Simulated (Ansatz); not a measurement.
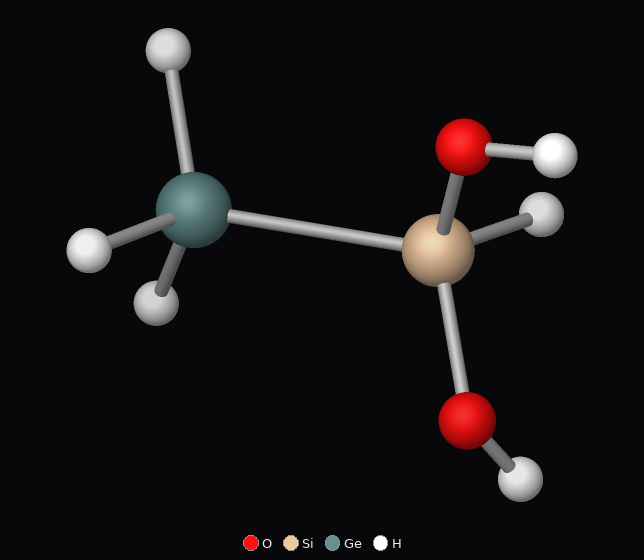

Computed geometry: PBE0-D4/def2-TZVP optimisation. No frequency run is at hand to confirm it as a minimum. Level of theory: RKS B3LYP-D4/def2-TZVPP (Ansatz 0.2.0).

What does the calculation give?

The species is GeH6O2Si (`O[SiH](O)[GeH3]`).
- dipole moment: 2.36 D
- HOMO energy (Kohn–Sham orbital): −7.56 eV
- LUMO energy (Kohn–Sham orbital): −0.15 eV
- HOMO–LUMO gap: 7.42 eV
- dispersion correction: −31.2 kJ/mol
